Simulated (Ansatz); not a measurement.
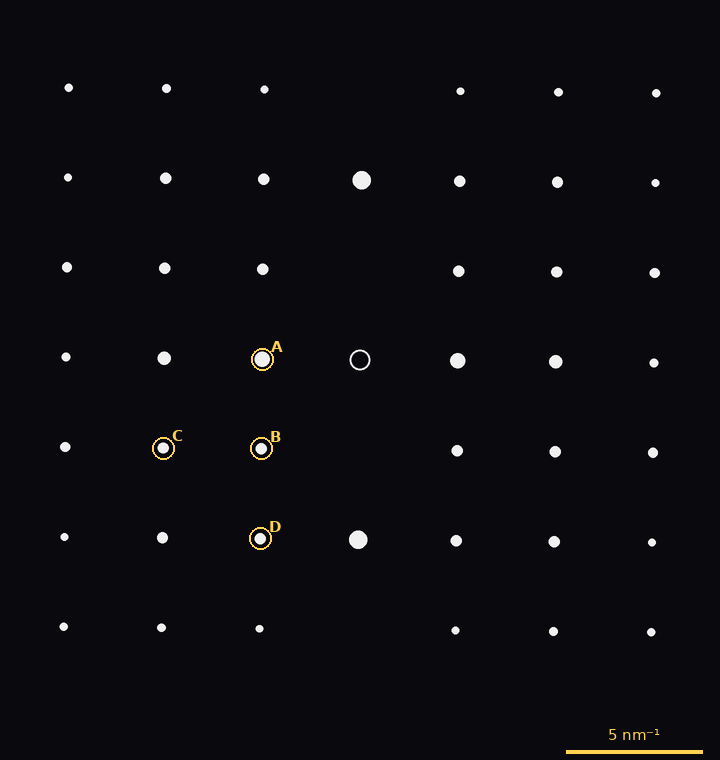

The pattern is a kinematic simulation for 200 kV electrons (no multiple scattering; isotropic B = 0.5 Å²). The zone axis points towards the electron source and the pattern is seen from the source side.

The sample is TaCN, space group P4/nmm (No. 129), a = 3.023 Å, c = 6.978 Å. Structure: coordinates from a relaxation with Ansatz 0.2.0, DFT, PAW plane waves, r2scan; the starting structure was generated, so it need not be a known form of this composition.

| atom | site | symmetry | x | y | z |
| --- | --- | --- | --- | --- | --- |
| C | 2c | 4mm | 0.0000 | 0.5000 | 0.8779 |
| Ta | 2c | 4mm | 0.0000 | 0.5000 | 0.1921 |
| N | 2c | 4mm | 0.0000 | 0.5000 | 0.6708 |

Spot A is indexed -1 0 1 and spot B -1 -1 1.

Index the other marked spots.

Answer. C = A + B = -2 -1 2 (d = 1.261 Å). D = −A + 2B = -1 -2 1 (d = 1.327 Å).

Give [uvw].

Answer. The cross product of A and B is parallel to [101]; every spot obeys hu + kv + lw = 0.
